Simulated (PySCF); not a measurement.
# BSiH3 (SMILES B[SiH]) at UCISD/aug-pc-1 (sfX2C)

What is the energy change on altering one bond length of BSiH3 at UCISD/aug-pc-1 (sfX2C)? The job is set up through a Python script.

The calculation is run with PySCF 2.14.0.

### 1 Starting point

BSiH3 has 5 atoms, charge 0, and is taken as a triplet. As SMILES, `B[SiH]`. Geometry: relaxed at GFN2-xTB.

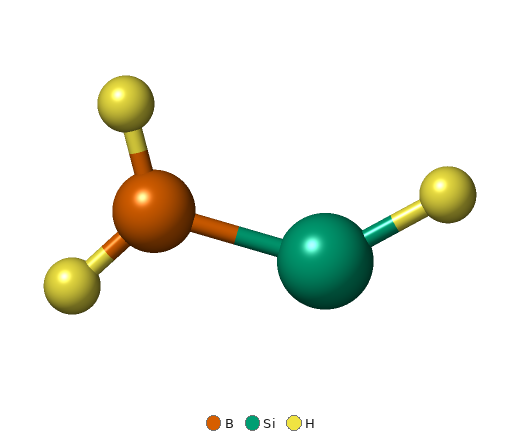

The structure, seen from a chosen angle (boron orange, silicon teal, hydrogen yellow).

### 2 Energy and forces at UCISD/aug-pc-1 (sfX2C)

File calc.py:

```python
import pyscf.grad
from pyscf import gto, ci

mol = gto.M(
    atom='''
B       -0.206730      -0.708170       0.126670
Si       0.760780       0.829450      -0.350440
H       -1.303690      -0.620750       0.549520
H        0.263590      -1.779740       0.010050
H        0.486040       2.279200      -0.335800
''',
    charge=0,
    spin=2,
    basis='aug-pc-1',
    verbose=4,
    max_memory=1860,
)

calc0 = mol.UHF()
calc0 = calc0.sfx2c1e()
calc0.kernel()
if not calc0.converged:
    calc0 = calc0.newton().run(calc0.mo_coeff, calc0.mo_occ)

cisd = ci.CISD(calc0, frozen=6)
cisd.kernel()
e_tot = cisd.e_tot
print('E(%s) = %.9f' % ('CISD', e_tot))
grad = cisd.Gradients().kernel()
```

The run is started by

```
OMP_NUM_THREADS=1 python calc.py
```

Output:

```text
PySCF version 2.14.0

[INPUT] num. atoms = 5
[INPUT] num. electrons = 22
[INPUT] charge = 0
[INPUT] spin (= nelec alpha-beta = 2S) = 2
[INPUT] symmetry False subgroup None
[INPUT] Mole.unit = angstrom
[INPUT] Symbol           X                Y                Z      unit          X                Y                Z       unit  Magmom
[INPUT]  1 B     -0.206730000000  -0.708170000000   0.126670000000 AA   -0.390663081731  -1.338247349633   0.239371608199 Bohr   0.0
[INPUT]  2 Si     0.760780000000   0.829450000000  -0.350440000000 AA    1.437665841047   1.567433334020  -0.662235623093 Bohr   0.0
[INPUT]  3 H     -1.303690000000  -0.620750000000   0.549520000000 AA   -2.463617051334  -1.173047491824   1.038442299971 Bohr   0.0
[INPUT]  4 H      0.263590000000  -1.779740000000   0.010050000000 AA    0.498112909174  -3.363221172933   0.018991747552 Bohr   0.0
[INPUT]  5 H      0.486040000000   2.279200000000  -0.335800000000 AA    0.918482485584   4.307063783109  -0.634570032629 Bohr   0.0

nuclear repulsion = 36.1605377382727
number of shells = 12
number of NR pGTOs = 115
number of NR cGTOs = 77
basis = aug-pc-1
ecp = {}

******** <class 'pyscf.x2c.sfx2c1e.sfX2C1eUHF'> ********
method = sfX2C1eUHF
initial guess = minao
damping factor = 0
level_shift factor = 0
DIIS = <class 'pyscf.scf.diis.CDIIS'>
diis_start_cycle = 1
diis_space = 8
diis_damp = 0
SCF conv_tol = 1e-09
SCF conv_tol_grad = None
SCF max_cycles = 50
direct_scf = True
direct_scf_tol = 1e-13
number electrons alpha = 12  beta = 10

******** <class 'pyscf.x2c.sfx2c1e.SpinFreeX2CHelper'> ********
approx = 1e
xuncontract = 1
Set gradient conv threshold to 3.16228e-05
init E= -315.69877370776
[... the frontier-level lines of each cycle are left out ...]


cycle= 1 E= -315.758005374658  delta_E= -0.0592  |g|= 0.173  |ddm|= 1.81
cycle= 2 E= -315.796561901783  delta_E= -0.0386  |g|= 0.058  |ddm|= 0.658
cycle= 3 E= -315.802828996721  delta_E= -0.00627  |g|= 0.0241  |ddm|= 0.297
cycle= 4 E= -315.804598185783  delta_E= -0.00177  |g|= 0.0128  |ddm|= 0.133
cycle= 5 E= -315.805380097407  delta_E= -0.000782  |g|= 0.00632  |ddm|= 0.0862
cycle= 6 E= -315.805600266113  delta_E= -0.00022  |g|= 0.00222  |ddm|= 0.0609
cycle= 7 E= -315.805622794007  delta_E= -2.25e-05  |g|= 0.000926  |ddm|= 0.0209
cycle= 8 E= -315.805626247803  delta_E= -3.45e-06  |g|= 0.000309  |ddm|= 0.0104
cycle= 9 E= -315.805626550097  delta_E= -3.02e-07  |g|= 9.36e-05  |ddm|= 0.00332
cycle= 10 E= -315.805626571905  delta_E= -2.18e-08  |g|= 2.59e-05  |ddm|= 0.000899
cycle= 11 E= -315.805626573555  delta_E= -1.65e-09  |g|= 8.41e-06  |ddm|= 0.000212
cycle= 12 E= -315.805626573735  delta_E= -1.8e-10  |g|= 2.33e-06  |ddm|= 7.48e-05
Extra cycle  E= -315.805626573744  delta_E= -9.21e-12  |g|= 1.31e-06  |ddm|= 1.17e-05
converged SCF energy = -315.805626573744  <S^2> = 2.008936  2S+1 = 3.0059514

******** <class 'pyscf.ci.ucisd.UCISD'> ********
CISD nocc = (np.int64(6), np.int64(4)), nmo = (71, 71)
frozen orbitals 6
max_cycle = 50
direct = 0
conv_tol = 1e-09
max_cycle = 50
max_space = 12
lindep = 0
nroots = 1
Init t2, MP2 energy = -0.150759815738641
UCISD converged
E(UCISD) = -315.9783029667187  E_corr = -0.1726763929742847
E(CISD) = -315.978302967
<class 'pyscf.grad.ucisd.Gradients'> does not have attributes  state

******** <class 'pyscf.grad.ucisd.Gradients'> for <class 'pyscf.ci.ucisd.UCISD'> ********
--------- UCISD gradients for state 0 ----------
         x                y                z
0 B     0.0158563902     0.0102007517    -0.0067683106
1 Si    -0.0258725399    -0.0141617262     0.0110137042
2 H     0.0082630911    -0.0006040025    -0.0032282584
3 H    -0.0055702881     0.0060109839     0.0017603743
4 H     0.0073233467    -0.0014460069    -0.0027775094
----------------------------------------------
```

Run time: 18 s. Hardware: 1 thread of Arm Neoverse V2, shared host; peak memory 1.2 GiB.

### 3 The distorted shape

File run.py:

```python
from pyscf import gto, scf, ci

mol = gto.M(
    atom='''
B   -0.441890  -0.172385   0.184980
Si   0.525620   1.365235  -0.292130
H   -1.538850  -0.084965   0.607830
H    0.263590  -1.779740   0.010050
H    0.250880   2.814985  -0.277490
''',
    max_memory=1860,
    verbose=4,
    spin=2,
    basis='aug-pc-1',
)

mf = scf.UHF(mol)
mf = mf.x2c()
mf.kernel()
if not mf.converged:
    mf = mf.newton().run(mf.mo_coeff, mf.mo_occ)

cisd = ci.CISD(mf, frozen=6)
cisd.kernel()
e_tot = cisd.e_tot
print('E(%s) = %.9f' % ('CISD', e_tot))
grad = cisd.nuc_grad_method().kernel()
```

The run is started by

```
OMP_NUM_THREADS=1 python run.py
```

Output:

```text
PySCF version 2.14.0

[INPUT] num. atoms = 5
[INPUT] num. electrons = 22
[INPUT] charge = 0
[INPUT] spin (= nelec alpha-beta = 2S) = 2
[INPUT] symmetry False subgroup None
[INPUT] Mole.unit = angstrom
[INPUT] Symbol           X                Y                Z      unit          X                Y                Z       unit  Magmom
[INPUT]  1 B     -0.441890000000  -0.172385000000   0.184980000000 AA   -0.835051077184  -0.325760437983   0.349561538522 Bohr   0.0
[INPUT]  2 Si     0.525620000000   1.365235000000  -0.292130000000 AA    0.993277845594   2.579920245671  -0.552045692769 Bohr   0.0
[INPUT]  3 H     -1.538850000000  -0.084965000000   0.607830000000 AA   -2.908005046787  -0.160560580174   1.148632230294 Bohr   0.0
[INPUT]  4 H      0.263590000000  -1.779740000000   0.010050000000 AA    0.498112909174  -3.363221172933   0.018991747552 Bohr   0.0
[INPUT]  5 H      0.250880000000   2.814985000000  -0.277490000000 AA    0.474094490131   5.319550694759  -0.524380102306 Bohr   0.0

nuclear repulsion = 34.9150763157567
number of shells = 12
number of NR pGTOs = 115
number of NR cGTOs = 77
basis = aug-pc-1
ecp = {}

******** <class 'pyscf.x2c.sfx2c1e.sfX2C1eUHF'> ********
method = sfX2C1eUHF
initial guess = minao
damping factor = 0
level_shift factor = 0
DIIS = <class 'pyscf.scf.diis.CDIIS'>
diis_start_cycle = 1
diis_space = 8
diis_damp = 0
SCF conv_tol = 1e-09
SCF conv_tol_grad = None
SCF max_cycles = 50
direct_scf = True
direct_scf_tol = 1e-13
number electrons alpha = 12  beta = 10

******** <class 'pyscf.x2c.sfx2c1e.SpinFreeX2CHelper'> ********
approx = 1e
xuncontract = 1
Set gradient conv threshold to 3.16228e-05
init E= -315.491981793404
[... the frontier-level lines of each cycle are left out ...]


cycle= 1 E= -315.677474963989  delta_E= -0.185  |g|= 0.189  |ddm|= 1.81
cycle= 2 E= -315.725118391018  delta_E= -0.0476  |g|= 0.0689  |ddm|= 0.579
cycle= 3 E= -315.732280723415  delta_E= -0.00716  |g|= 0.0298  |ddm|= 0.277
cycle= 4 E= -315.734425472143  delta_E= -0.00214  |g|= 0.0132  |ddm|= 0.143
cycle= 5 E= -315.735068597152  delta_E= -0.000643  |g|= 0.00815  |ddm|= 0.0658
cycle= 6 E= -315.735388118801  delta_E= -0.00032  |g|= 0.00375  |ddm|= 0.0628
cycle= 7 E= -315.735469429107  delta_E= -8.13e-05  |g|= 0.00215  |ddm|= 0.0378
cycle= 8 E= -315.735496854906  delta_E= -2.74e-05  |g|= 0.00164  |ddm|= 0.02
cycle= 9 E= -315.735520202635  delta_E= -2.33e-05  |g|= 0.00131  |ddm|= 0.0189
cycle= 10 E= -315.735547724293  delta_E= -2.75e-05  |g|= 0.000802  |ddm|= 0.0308
cycle= 11 E= -315.735559369867  delta_E= -1.16e-05  |g|= 0.000318  |ddm|= 0.0278
cycle= 12 E= -315.735560408756  delta_E= -1.04e-06  |g|= 8.79e-05  |ddm|= 0.00886
cycle= 13 E= -315.735560442018  delta_E= -3.33e-08  |g|= 2.98e-05  |ddm|= 0.00137
cycle= 14 E= -315.735560444525  delta_E= -2.51e-09  |g|= 9.83e-06  |ddm|= 0.000269
cycle= 15 E= -315.735560444732  delta_E= -2.07e-10  |g|= 4.27e-06  |ddm|= 7e-05
Extra cycle  E= -315.735560444767  delta_E= -3.52e-11  |g|= 2.55e-06  |ddm|= 1.56e-05
converged SCF energy = -315.735560444767  <S^2> = 2.0303252  2S+1 = 3.0201491

******** <class 'pyscf.ci.ucisd.UCISD'> ********
CISD nocc = (np.int64(6), np.int64(4)), nmo = (71, 71)
frozen orbitals 6
max_cycle = 50
direct = 0
conv_tol = 1e-09
max_cycle = 50
max_space = 12
lindep = 0
nroots = 1
Init t2, MP2 energy = -0.153276491724817
UCISD converged
E(UCISD) = -315.9121007840621  E_corr = -0.1765403392946456
E(CISD) = -315.912100784
<class 'pyscf.grad.ucisd.Gradients'> does not have attributes  state

******** <class 'pyscf.grad.ucisd.Gradients'> for <class 'pyscf.ci.ucisd.UCISD'> ********
--------- UCISD gradients for state 0 ----------
         x                y                z
0 B    -0.0161183904     0.0764021893     0.0015635932
1 Si    -0.0295312738    -0.0089729750     0.0121157859
2 H     0.0066372538     0.0069225676    -0.0030678694
3 H     0.0305648683    -0.0733386027    -0.0073664576
4 H     0.0084475421    -0.0010131792    -0.0032450521
----------------------------------------------
```

Run time: 18 s. Hardware: 1 thread of Arm Neoverse V2, shared host; peak memory 1.2 GiB.

### 4 Results

At UCISD/aug-pc-1 (sfX2C), 6 core orbitals frozen:

```
                                                                   quantity          value
                                                  first shape: total energy  -315.97830 Eh
                          first shape: dipole moment (Hartree–Fock density)         0.50 D
    first shape: HOMO energy (Hartree–Fock orbitals) (highest over α and β)       -8.71 eV
     first shape: LUMO energy (Hartree–Fock orbitals) (lowest over α and β)        0.15 eV
                   first shape: correlation energy (6 core orbitals frozen)     -172.7 mEh
                             first shape: ⟨S²⟩ of the reference determinant          2.009
                                      first shape: largest force on an atom     1.619 eV/Å
                                              distorted shape: total energy  -315.91210 Eh
                      distorted shape: dipole moment (Hartree–Fock density)         1.68 D
distorted shape: HOMO energy (Hartree–Fock orbitals) (highest over α and β)       -9.01 eV
 distorted shape: LUMO energy (Hartree–Fock orbitals) (lowest over α and β)       -0.03 eV
               distorted shape: correlation energy (6 core orbitals frozen)     -176.5 mEh
                         distorted shape: ⟨S²⟩ of the reference determinant          2.030
                                  distorted shape: largest force on an atom     4.103 eV/Å
          energy change with the B1–H4 bond stretched from 1.176 to 1.764 Å       1.801 eV
```

**Reading.** With the B1–H4 bond stretched from 1.176 to 1.764 Å the energy rises by 1.80 eV (42 kcal/mol). The first shape isn't relaxed at this level, so the change isn't measured from a minimum. The largest force (first shape) is 1.62 eV/Å: the shape isn't a stationary point for this species at this level. Mulliken charges (distorted shape) of the mean-field density run from -0.24 on B1 to +0.46 on Si2; in a basis this large or diffuse they mean little.
